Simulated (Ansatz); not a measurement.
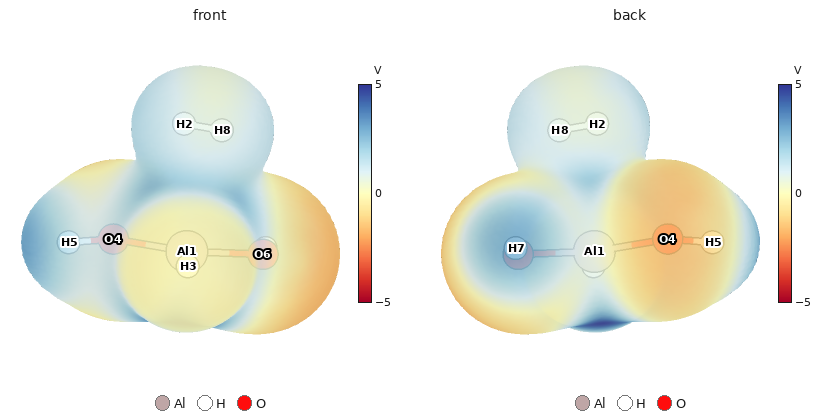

AlH₃O₂···H₂. The molecular electrostatic potential painted on the density surface at 0.004 e/bohr³, seen from the front and from behind; red is negative and blue positive.

Computed with RKS revPBE-D4/def2-SVPD in Ansatz.

Input

```
crystal:
  periodic: [false, false, false]
  atoms:
    - { symbol: Al, position_ang: [-0.184882, 0.485387, -0.350356] }
    - { symbol: H, position_ang: [-0.02111, 0.048148, 2.369104] }
    - { symbol: H, position_ang: [1.204782, -0.169371, -0.726822] }
    - { symbol: O, position_ang: [-1.729732, -0.256208, -0.645944] }
    - { symbol: H, position_ang: [-1.837234, -1.116229, -1.078188] }
    - { symbol: O, position_ang: [-0.192273, 2.105283, 0.344787] }
    - { symbol: H, position_ang: [-1.033069, 2.564561, 0.496965] }
    - { symbol: H, position_ang: [-0.038682, 0.69913, 2.055153] }
basis:
  gaussian: { orbitals: def2-SVPD }
hamiltonian:
  xc: revpbe
  dispersion: d4
relax:
  f_tol: 0.03
  max_steps: 50
output:
  orbitals: {}
```

Command:

```sh
ansatz run input.yaml --threads 2 --pin off --max-ram 3072MiB --backend cpu --events-out ev --progress --plain --runs-dir out
```

The fields are those of the run's last geometry, not of the input's.

Q: Which sites attract a positive test charge, and which a negative one?

A: A positive charge is drawn to the negative regions and a negative charge to the positive ones. The most negative region (about −1.7 V) lies over O6, the most positive (about +4.4 V) over Al1. O6 is the likeliest acceptor of a hydrogen bond.
